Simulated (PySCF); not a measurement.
Cd(Br)(I), SMILES [Br][Cd][I] (BrCdI) at its PBE0/def2-SVP optimised geometry (Å):

```
3

Cd    -0.0863     0.0001     0.0000
Br    -2.5000    -0.0001     0.0015
I      2.5000     0.0001     0.0000
```

Level of theory: PBE0/def2-TZVP, def2 effective core potentials past Kr (PySCF). The core electrons that the potentials of Cd, I replace are not part of the density. Cells within 0.4 Å of a nucleus heavier than hydrogen are left out (blank, or x).

Map of the Laplacian of the electron density (e/bohr⁵), clipped to [-1.50, 1.50] on the plane z = 0.0 Å:

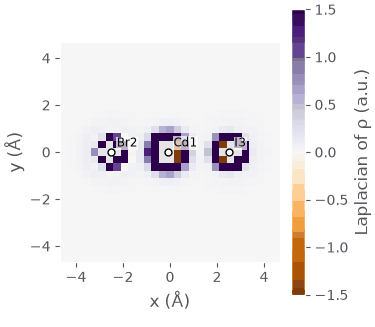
Laplacian of the electron density (e/bohr⁵), clipped to [-1.50, 1.50] on the plane z = 0.0 Å.
